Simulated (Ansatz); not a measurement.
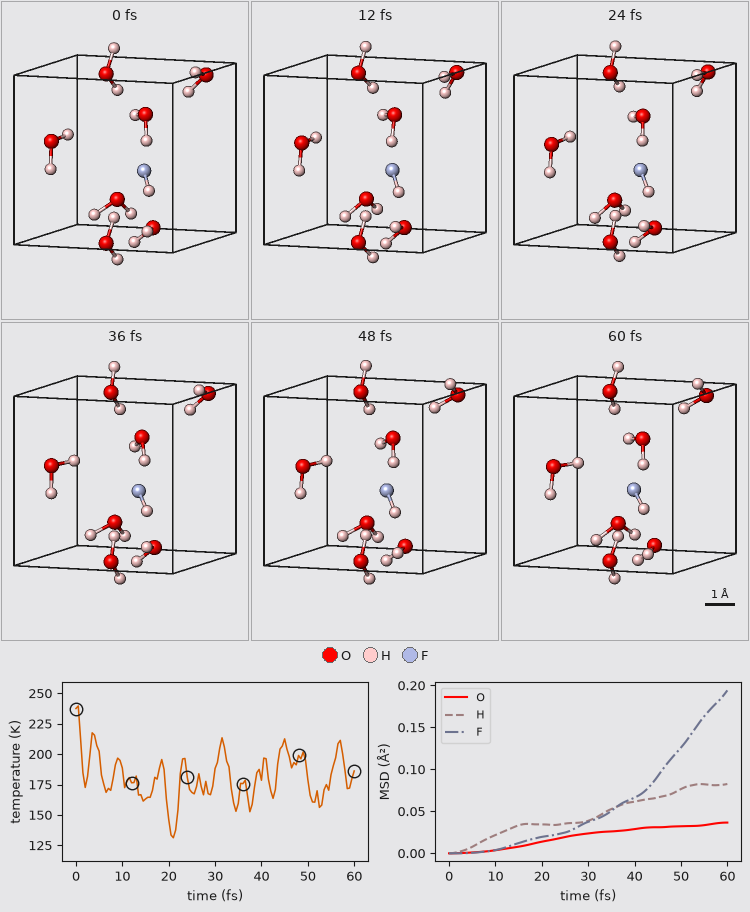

First-principles dynamics of a periodic cell with 6 H2O + 1 HF at 0.994 g/cm³, 60 fs long. Frames and the history of the run. Style: ball-and-stick. Shown: the simulation cell, slightly off an axis.

Method: Ansatz, DFT r2SCAN-D3(BJ), scalar-relativistic, plane waves, PAW. Settings: plane-wave cutoff 500 eV; k-point mesh 1 × 1 × 1; Fermi-Dirac smearing 0.05 eV; low-accuracy preset; Langevin thermostat (NVT); set temperature 250 K; time step 0.5 fs; friction 0.02 per fs.

Input
```yaml
accuracy: low
crystal:
  lattice:
    - [5.981424, 0.0, 0.0]
    - [0.0, 5.981424, 0.0]
    - [0.0, 0.0, 5.981424]
  atoms:
    - { symbol: O, position: [0.22731918, 0.02026326, 0.61843887] }
    - { symbol: H, position: [0.26983307, 0.1740446, 0.64222098] }
    - { symbol: H, position: [0.23251182, -0.00447766, 0.45721968] }
    - { symbol: O, position: [0.54966615, 0.69944916, 0.71171995] }
    - { symbol: H, position: [0.43825921, 0.8188241, 0.68850431] }
    - { symbol: H, position: [0.58041049, 0.6375383, 0.56531093] }
    - { symbol: O, position: [-0.05406691, 0.66359017, 0.96836195] }
    - { symbol: H, position: [-0.17489693, 0.6874281, 0.8601096] }
    - { symbol: H, position: [-0.05736687, 0.50480238, 1.0018755] }
    - { symbol: O, position: [0.44269098, 0.34647519, -0.01177305] }
    - { symbol: H, position: [0.46246058, 0.41979228, 0.1315982] }
    - { symbol: H, position: [0.46539052, 0.46780564, -0.12023818] }
    - { symbol: O, position: [0.29690634, 0.88682488, 0.17589289] }
    - { symbol: H, position: [0.33363077, 1.01334934, 0.07854891] }
    - { symbol: H, position: [0.1851624, 0.80465645, 0.08978839] }
    - { symbol: O, position: [0.82150661, 1.13797524, 1.12292443] }
    - { symbol: H, position: [0.69098451, 1.16914172, 1.02904708] }
    - { symbol: H, position: [0.84905176, 0.9785338, 1.1212829] }
    - { symbol: F, position: [0.67279782, 0.36910194, 0.42425065] }
    - { symbol: H, position: [0.74577182, 0.2623571, 0.32204572] }
basis:
  ecutwfc: 500.0
kpoints:
  mp_grid: { grid: [1, 1, 1] }
hamiltonian:
  xc: r2scan
  dispersion: d3bj
scf:
  occupations: { method: fermi_dirac, width: 0.05 }
  lower_state_search: "off"
md:
  timestep: 0.5
  n_steps: 120
  ensemble: nvt_langevin
  temperature: 250.0
  initial_velocities: maxwell_boltzmann
  seed: 89387
  friction: 0.02
```

Launched with:
```bash
ansatz run input.yaml --threads 1 --pin off --max-ram 3072MiB --backend cpu --events-out ev --progress --plain --runs-dir out
```

What do the frames and curves show?

Answer. In the second half of the run the atoms are, in the root-mean-square, this far from where they began (common drift taken out): F 0.32 Å, H 0.26 Å, O 0.17 Å. The heavy atoms stay within a fraction of a molecule's size of their starting places; so short a run doesn't tell a liquid from a solid. The mean temperature in the second half is 183 K (standard deviation 17 K). The potential energy in the second half lies on average 16.0 meV per atom above the first frame.

Limits of the set-up: the program's low-accuracy preset was used; the periodic images lie only 6.0 Å apart, so the values are limited by the cell's size.

The run took 16 min on 1 thread of Arm Neoverse V1 (shared host), peak memory 0.49 GiB.
